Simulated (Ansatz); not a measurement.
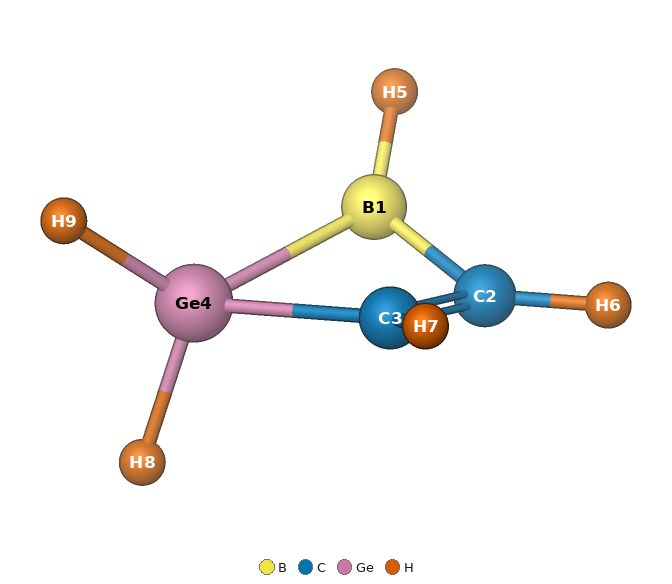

Atoms fade into the background with distance from the viewer. The computed structure is the end point of a PBE-D4/def2-SVP optimisation. No frequency run is at hand to confirm it as a minimum.

> How is the 4-membered ring B1–C2–C3–Ge4 puckered?

It is puckered (butterfly). The Cremer–Pople amplitude Q is 0.31 Å.

> Give the torsion angles round the ring, beginning with the bond from its second to its third atom.

25°, −20°, 18°, −24°.
